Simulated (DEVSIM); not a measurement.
Structure: abrupt InP n-p junction, at 300 K.

```csv
layer (left to right),material,thickness (μm),Nd (cm⁻³),Na (cm⁻³),τn (s),τp (s)
1,InP,18.0,3.3e16,-,5.2e-10,5.2e-10
2,InP,2.30,-,2.5e13,5.2e-10,5.2e-10
```

Left contact: ohmic. Right contact: ohmic. Voltage is applied to the left contact. Recombination: SRH at mid-gap, radiative, Auger. Mobility is constant in doping.

Constants are typed, rounded textbook-type inputs, not results; the design itself was drawn at random and stands for no fabricated device. Values at 300 K.

```tsv
parameter	InP
gap (eV)	1.344
affinity (eV)	4.38
permittivity	12.5
Nc (cm⁻³)	5.7e17
Nv (cm⁻³)	1.1e19
μn (cm²/Vs)	5200
μp (cm²/Vs)	170
B (cm³/s)	1.2e-10
Cn (cm⁶/s)	9e-31
Cp (cm⁶/s)	9e-31
```

DEVSIM, 1D drift-diffusion, Boltzmann statistics, complete ionisation; no tunnelling, impact ionisation, image-force lowering or self-heating.

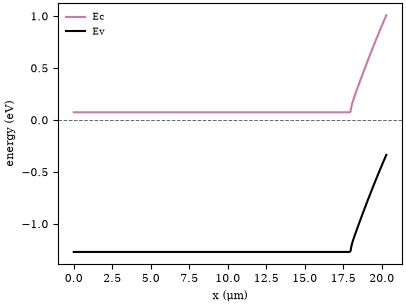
Band edges at zero bias

Energies count from the Fermi level of the right contact; mesh points crowd at the junctions.

```
x (μm)   Ec (eV)  Ev (eV)  n (cm⁻³)  p (cm⁻³)  field (V/cm)
-------  -------  -------  --------  --------  ------------
0.000      0.074   -1.270    3.3e16     < 1e2           ≈ 0
0.03252    0.074   -1.270    3.3e16     < 1e2           ≈ 0
0.1090     0.074   -1.270    3.3e16     < 1e2           ≈ 0
0.2888     0.074   -1.270    3.3e16     < 1e2           ≈ 0
0.9946     0.074   -1.270    3.3e16     < 1e2           ≈ 0
2.371      0.074   -1.270    3.3e16     < 1e2           ≈ 0
5.607      0.074   -1.270    3.3e16     < 1e2           ≈ 0
13.32      0.074   -1.270    3.3e16     < 1e2           ≈ 0
16.02      0.074   -1.270    3.3e16     < 1e2           ≈ 0
17.17      0.074   -1.270    3.3e16     < 1e2           ≈ 0
17.66      0.074   -1.270    3.3e16     < 1e2           ≈ 0
17.91      0.074   -1.270    3.2e16     < 1e2           340
17.98      0.085   -1.259    2.1e16     < 1e2          4600
18.00      0.106   -1.238    9.5e15     < 1e2          9400
18.06      0.148   -1.196    1.9e15     < 1e2          5700
18.18      0.203   -1.141    2.2e14     < 1e2          4400
18.45      0.315   -1.029    2.9e12     < 1e2          4100
19.07      0.561   -0.783     2.2e8    760000          3900
19.93      0.878   -0.466      1000    1.6e11          3500
20.15      0.957   -0.387     < 1e2    3.5e12          3500
20.25      0.991   -0.353     < 1e2    1.3e13          3400
20.30      1.008   -0.336     < 1e2    2.5e13          3400
```
